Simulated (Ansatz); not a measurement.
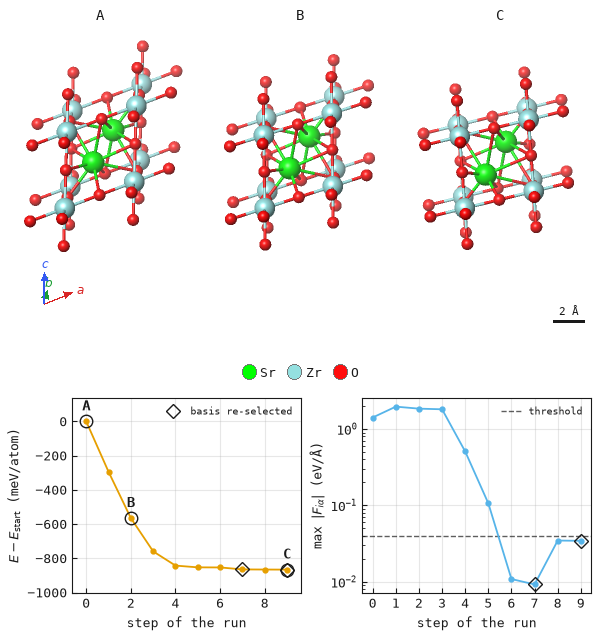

Frames of a relaxation of solid Sr2ZrO3 (a generated structure, set up in R-3m) (coarse preliminary run), marked on the history of the run. A ball-and-stick model of the cell of the calculation, seen from a free direction.

Computed with DFT PBE, scalar-relativistic, plane waves, PAW (Ansatz). Set-up: plane-wave cutoff 420 eV; k-point mesh 6 × 6 × 6; occupations gaussian; smearing width 0.1 eV; no spin polarisation; cell and atoms relaxed; force threshold 0.04 eV/Å; at most 70 steps.

Describe the path.

The energy falls by 866 meV per atom in 7 accepted moves (9 points after the start). Largest force component: 1.4 eV/Å at the start, 0.034 eV/Å at the end. The pressure goes from −8.18 to 0.23 GPa. The SCF was repeated twice at an unchanged geometry on a basis and grid sized afresh for the cell, which shifted the energy by 11.5 meV per atom at most. The largest moves relative to the cell, 0.31 Å, are those of Sr atoms. Zr and O stay in place. The drawn cell changes as follows: a = b = c 4.981 → 4.665 Å (−6.3 %), α 66.6° → 80.4°, β 66.6° → 80.4°, γ 66.6° → 80.4°; the volume changes by −2.1 %. Among the contacts that change: Sr–Zr 4.276 → 3.138 Å, O–Sr 2.833 → 2.352 Å, Sr–Zr 3.188 → 3.479 Å, O–Sr 3.120 → 3.377 Å. Bond angles that change, for instance: Sr–O–Zr 73.3° → 95.9°, Sr–O–Zr 106.7° → 84.1°, O–Sr–O 57.8° → 79.6°. The space group stays R-3m (No. 166). The run took 2.5 min on 1 thread of Intel(R) Xeon(R) Processor @ 2.50GHz (Skylake/Cascade Lake), with other jobs on the host, peak memory 0.45 GiB. From step 0 to 2: Sr atoms move most (0.13 Å), volume −5.5 %, energy −565 meV per atom. From step 2 to 9: Sr atoms move most (0.20 Å), volume +3.5 %, energy −301 meV per atom.

```json
{"step": "0", "E − E(0), meV/atom": "0.00", "largest force component, eV/Å": "1.4147", "pressure, GPa": "-8.18", "volume, Å³/atom": "16.644", "note": ""}
{"step": "1", "E − E(0), meV/atom": "-294.05", "largest force component, eV/Å": "1.9628", "pressure, GPa": "-7.25", "volume, Å³/atom": "16.265", "note": ""}
{"step": "2", "E − E(0), meV/atom": "-564.85", "largest force component, eV/Å": "1.8475", "pressure, GPa": "-4.14", "volume, Å³/atom": "15.730", "note": ""}
{"step": "3", "E − E(0), meV/atom": "-759.14", "largest force component, eV/Å": "1.8120", "pressure, GPa": "-6.49", "volume, Å³/atom": "16.489", "note": ""}
{"step": "4", "E − E(0), meV/atom": "-842.15", "largest force component, eV/Å": "0.5078", "pressure, GPa": "4.93", "volume, Å³/atom": "15.448", "note": ""}
{"step": "5", "E − E(0), meV/atom": "-852.44", "largest force component, eV/Å": "0.1065", "pressure, GPa": "-0.46", "volume, Å³/atom": "16.178", "note": ""}
{"step": "6", "E − E(0), meV/atom": "-852.93", "largest force component, eV/Å": "0.0109", "pressure, GPa": "0.09", "volume, Å³/atom": "16.104", "note": ""}
{"step": "7", "E − E(0), meV/atom": "-864.41", "largest force component, eV/Å": "0.0092", "pressure, GPa": "0.92", "volume, Å³/atom": "16.104", "note": "same geometry, new basis"}
{"step": "8", "E − E(0), meV/atom": "-865.22", "largest force component, eV/Å": "0.0347", "pressure, GPa": "0.17", "volume, Å³/atom": "16.289", "note": ""}
{"step": "9", "E − E(0), meV/atom": "-865.70", "largest force component, eV/Å": "0.0344", "pressure, GPa": "0.23", "volume, Å³/atom": "16.289", "note": "same geometry, new basis"}
```
